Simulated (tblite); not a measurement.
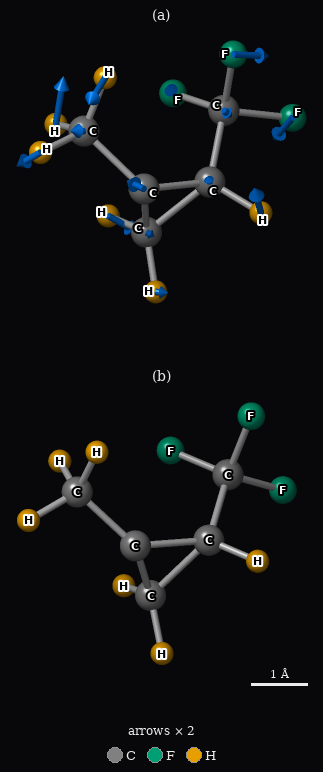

The structure of C$_{5}$H$_{6}$F$_{3}$ (multiplicity 2) before (top) and after (bottom) a relaxation, at one scale. The blue arrows give the displacements, 2 times their true length.

A ball-and-stick model, seen at a tilt.

Theory: GFN2-xTB geometry optimisation, gas phase in tblite. 

Question: Summarise the run.

Answer: An H atom moves most after the best rigid fit: 0.51 Å. Largest moves by element: H 0.51 Å, F 0.43 Å, C 0.27 Å. Among the contacts that change: C–C 1.528 → 1.461 Å, C–F 1.390 → 1.347 Å, C–C 1.505 → 1.466 Å, C–H 1.118 → 1.089 Å. Bond angles that change, for instance: C–C–C 112.7° → 135.3°, C–C–C 121.5° → 134.0°, F–C–F 112.6° → 106.3°. Groups turn about C–C by about 25°. After 77 geometry steps the energy has fallen by 0.604 eV.
